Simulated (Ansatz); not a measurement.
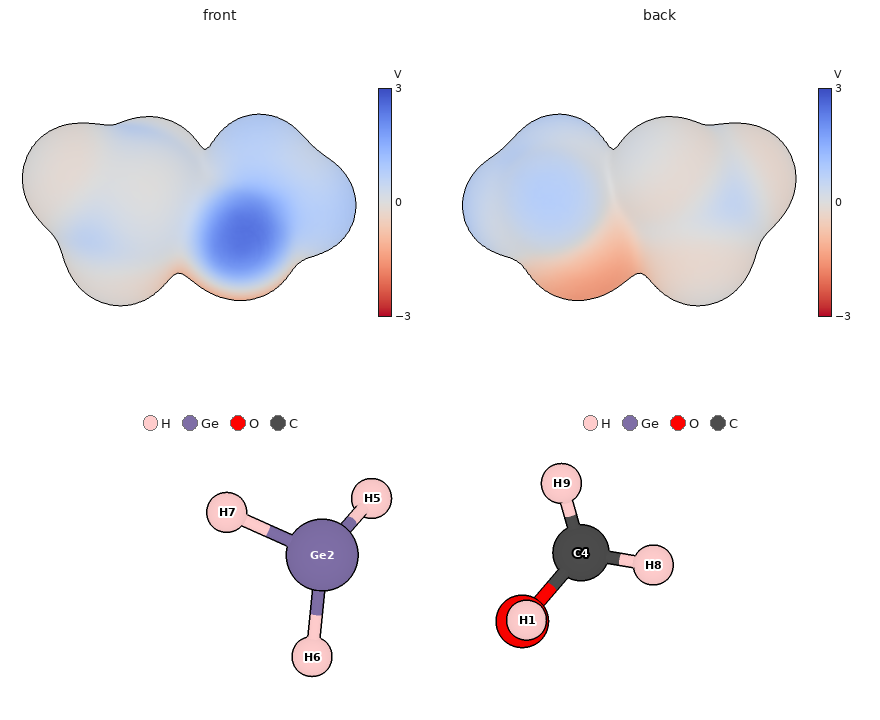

The picture shows: CH₄O···GeH₃ (doublet). The molecular electrostatic potential painted on the density surface at 0.002 e/bohr³, seen from the front and from behind; the colour scale runs from red (negative) to blue (positive). The bare structure is drawn below in the same view.

The product side of a reaction path; geometry: PBE0-D4/def2-TZVP.

Computed with Ansatz 0.2.0, UKS PBE0-D4/def2-TZVPP.

Input

```
crystal:
  periodic: [false, false, false]
  atoms:
    - {symbol: H, position_ang: [-0.869833, -0.466102, -1.492494]}
    - {symbol: Ge, position_ang: [2.065865, 0.246040, -0.152523]}
    - {symbol: O, position_ang: [-0.795782, -0.758934, -0.581229]}
    - {symbol: C, position_ang: [-1.683126, 0.001566, 0.210885]}
    - {symbol: H, position_ang: [1.328352, 0.682286, 1.126507]}
    - {symbol: H, position_ang: [2.281964, -1.275301, -0.186062]}
    - {symbol: H, position_ang: [3.420098, 0.986702, -0.257221]}
    - {symbol: H, position_ang: [-2.726972, -0.138384, -0.092741]}
    - {symbol: H, position_ang: [-1.446079, 1.071832, 0.187726]}
    - {symbol: H, position_ang: [-1.574587, -0.349607, 1.237151]}
basis:
  gaussian: {orbitals: def2-TZVPP}
magnetization: {spin_polarized: true, initial_magnetization: 1}
hamiltonian: {xc: pbe0, dispersion: d4}
output: {orbitals: {seedname: orbitals}}
```

Command:

```sh
ansatz run in.yaml --threads 8 --pin off --events-out ev --progress --plain --max-ram 19148MiB
```

Q: Describe the electrostatic potential map.

A: The most negative region (about −1.4 V) lies over O3, the most positive (about +2.4 V) over H1. O3 is the likeliest acceptor of a hydrogen bond.
